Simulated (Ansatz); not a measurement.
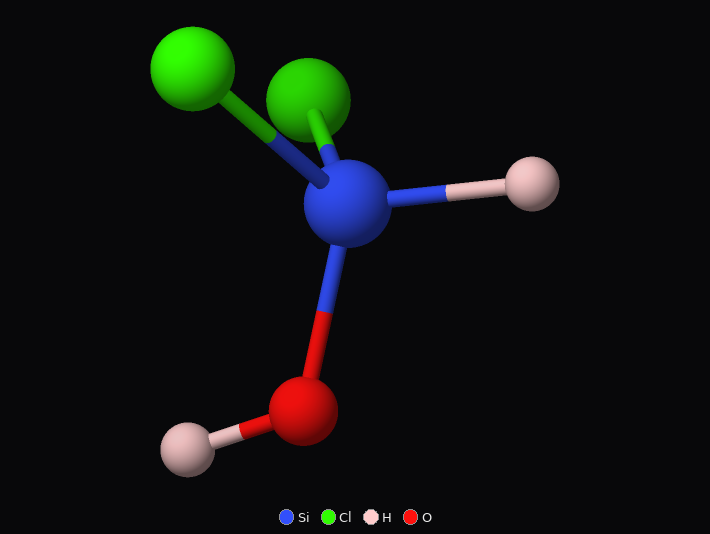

Every bond is drawn as one stick, whatever its order.

The computed structure is the end point of a PBE0-D4/def2-TZVP optimisation.

Description:

Formula Cl₂H₂OSi. This geometry has Cs symmetry. Coordination: 1 Si tetrahedral; 1 O bent.

The parts below concern this one geometry. Atoms keep their numbers from picture to picture.

### Electronic properties

Level of theory: RKS PBE0-D4/def2-TZVP (Ansatz 0.2.0).

Computed properties:

- dipole moment: 1.08 D
- harmonic zero-point energy: 70.0 kJ/mol

### Charges

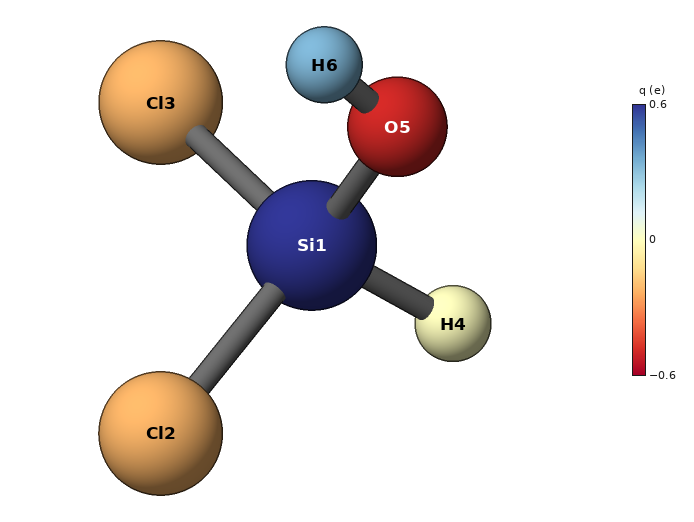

Atoms are coloured by their Mulliken charges. Properties computed with RKS PBE0-D4/def2-TZVP (Ansatz 0.2.0).

List the Mulliken charges.

| atom | value (e) |
| --- | --- |
| Si1 | 0.60 |
| Cl2 | −0.22 |
| Cl3 | −0.22 |
| H4 | 0.00 |
| O5 | −0.49 |
| H6 | 0.33 |

### Vibrations

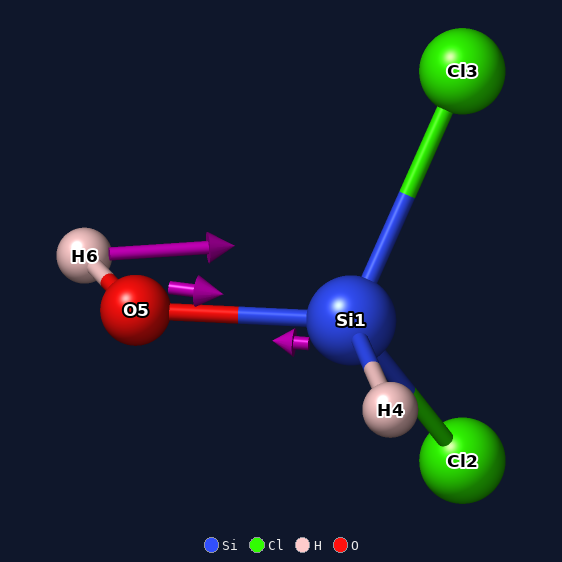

The arrows show one normal mode. Harmonic vibrations computed with RKS PBE0-D4/def2-TZVP (Ansatz 0.2.0) at a stationary point of the same level.

> At what wavenumber does it lie?

958 cm⁻¹; it is mode 10 of 12 counted from the lowest.

Mulliken values depend strongly on the basis set and can even reverse the polarity of a bond.
